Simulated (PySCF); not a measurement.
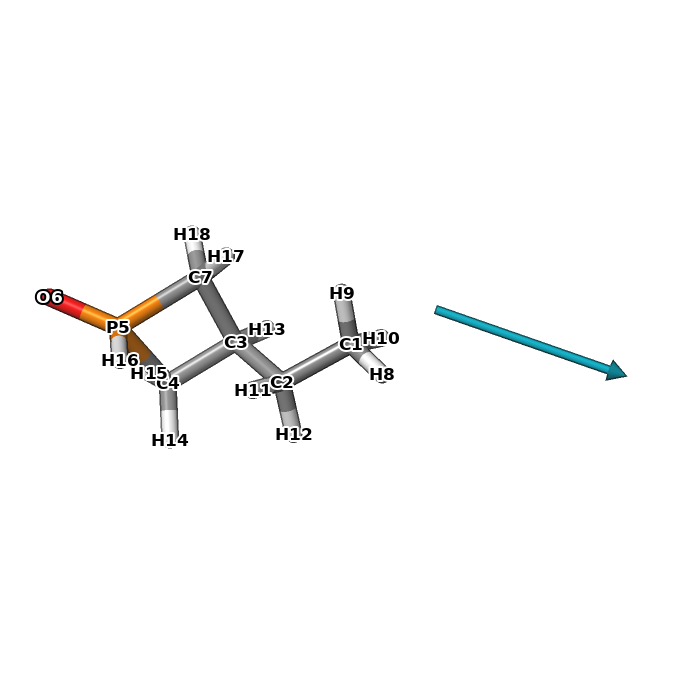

The arrow beside the molecule shows the direction of the dipole moment, from the negative to the positive end (its length means nothing). The computed structure is the end point of a GFN2-xTB optimisation. No frequency run is at hand to confirm it as a minimum. Properties computed with CAM-B3LYP/def2-SVPD, gas phase (PySCF 2.14.0).

### How large is the dipole moment?

4.72 D; it points from the side of O6 to the side of H8 (the outermost atoms at the two ends).

The geometry is semi-empirical. Around P such bond lengths and angles can be off by a tenth of an ångström or more and by several degrees, and values that hang on the shape move with them.
